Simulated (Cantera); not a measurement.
A closed system holds: 1 mol Si, a varied amount of CO2, 9.6 mol N2, equilibrated at 1223 K and 2.20 bar.

Cantera equilibrium calculation (NASA polynomials, part measured and part estimated; ideal gas, pure solids and liquids). Candidate condensed phases: C, Si, SiC, SiO2, Si2N2O, Si3N4; 34 gas species. N2 is the only nitrogen source here; it is nearly inert below about 1500 K, so the nitride shown seldom forms there in practice. Mutual solubility and eutectic melting of coexisting phases are not modelled. The tables hold silica as quartz up to 1696 K and as liquid above; real silica turns to tridymite and cristobalite and melts near 1996 K. Equilibrium is a limit: real reactors are often held back by kinetics, nucleation or transport.

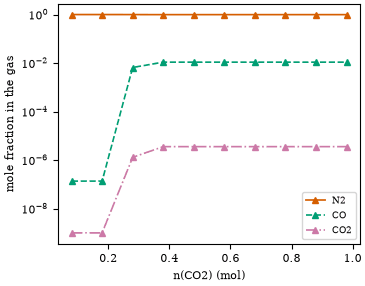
Figure. Equilibrium gas composition (values under 1e-9 drawn at 1e-9)

From 0.081 mol CO2 to 0.18 mol CO2 the condensed part is C(graphite) + Si2N2O(s) + Si3N4(s). At 0.28 mol CO2 the condensed part is C(graphite) + Si2N2O(s). From 0.38 mol CO2 to 0.98 mol CO2 the condensed part is C(graphite) + SiO2(β-quartz) + Si2N2O(s).
